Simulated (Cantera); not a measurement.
Input: 1 mol MgO, 1.1 mol HCl, equilibrated at 1.00 bar.

Cantera equilibrium calculation (NASA polynomials, part measured and part estimated; ideal gas, pure solids and liquids). Candidate condensed phases: H₂O, Mg, MgCl₂, MgO, Mg(OH)₂; 22 gas species. Mutual solubility and eutectic melting of coexisting phases are not modelled. The numbers say what is thermodynamically allowed, not how fast it happens.

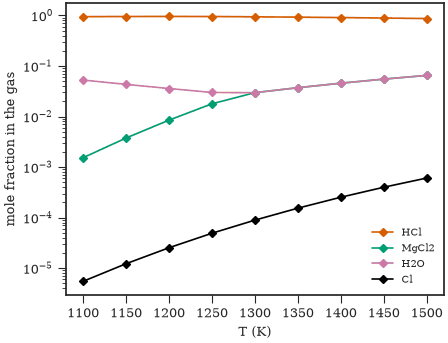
Figure: Equilibrium gas composition (values under 1e-9 drawn at 1e-9)

From 1100 K to 1250 K the condensed part is MgCl₂(l) + MgO(s). From 1300 K to 1500 K the condensed part is MgO(s). The main Mg-bearing gas is MgCl₂ throughout. The share of Mg in condensed phases is highest at 1100 K (99.8 %) and lowest at 1500 K (92.8 %).
